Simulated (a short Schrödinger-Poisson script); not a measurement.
Structure: symmetric double-gate stack, HfO2 on p-type GaN, at 300 K.

| layer | material | thickness (nm) | Na (cm⁻³) |
|---|---|---|---|
| 1 | HfO2 | 6.8 | - |
| 2 | GaN | 5 | 3e17 |
| 3 | HfO2 | 6.8 | - |

Constants are typed, rounded textbook-type inputs, not results; the design itself was drawn at random and stands for no fabricated device. HfO2: permittivity 22, conduction-band edge (eV) 1.6, gap (eV) 5.7, electron mass (mₑ) 0.2. GaN: permittivity 9.5, conduction-band edge (eV) 0, gap (eV) 3.43, Nv at 300 K (cm⁻³) 4.6e19.

Channel valleys (confinement mass, in-plane density-of-states mass, number): Γ 0.2, 0.2, 1. At the gates, both at one voltage, the conduction-band edge of layer 1 lies 1.9 eV − eVg above the Fermi level of the channel. Gaps are held at their typed values at every temperature. Mesh 0.03 nm at interfaces.

From a short Schrödinger-Poisson script (our own, NumPy): 1D Poisson equation in equilibrium, electrons quantum, Hartree (BenDaniel-Duke, 12 states a valley, the channel's in-plane mass for all, wave functions ending at the dielectric), parabolic valleys, classical holes, full ionisation, no traps, pinning or gate leakage.

Only gate voltages with over 1e8 electrons/cm² are shown.

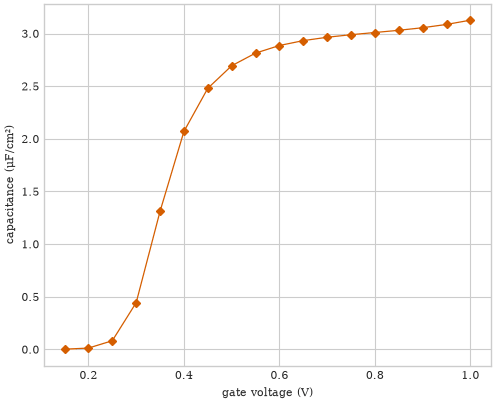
Figure: Quasi-static capacitance against gate voltage

| Vg (V) | electrons (cm⁻²) | C (μF/cm²) | Γ E0 (meV) | Γ E1 (meV) |
|---|---|---|---|---|
| 0.15 | 2.85e8 | < 0.003 | 231.0 | 456.3 |
| 0.2 | 1.96e9 | 0.0124 | 181.0 | 406.3 |
| 0.25 | 1.33e10 | 0.0820 | 131.5 | 356.8 |
| 0.3 | 8.11e10 | 0.444 | 84.4 | 309.4 |
| 0.35 | 3.44e11 | 1.31 | 45.4 | 269.6 |
| 0.4 | 8.80e11 | 2.07 | 17.8 | 240.5 |
| 0.45 | 1.60e12 | 2.48 | -2.3 | 218.2 |
| 0.5 | 2.41e12 | 2.69 | -18.5 | 199.7 |
| 0.55 | 3.27e12 | 2.81 | -32.6 | 183.0 |
| 0.6 | 4.16e12 | 2.89 | -45.6 | 167.5 |
| 0.65 | 5.06e12 | 2.93 | -57.9 | 152.6 |
| 0.7 | 5.98e12 | 2.96 | -69.8 | 138.1 |
| 0.75 | 6.91e12 | 2.99 | -81.4 | 123.9 |
| 0.8 | 7.85e12 | 3.01 | -92.9 | 109.9 |
| 0.85 | 8.79e12 | 3.03 | -104.1 | 96.1 |
| 0.9 | 9.74e12 | 3.05 | -115.2 | 82.5 |
| 0.95 | 1.07e13 | 3.09 | -126.1 | 69.2 |
| 1 | 1.17e13 | 3.13 | -136.7 | 56.2 |

Subbands count from the Fermi level. The capacitance is that of both gates.

In real p-type GaN the Mg acceptor is only partly ionised, and so wide a gap doesn't supply an inversion layer without source and drain.
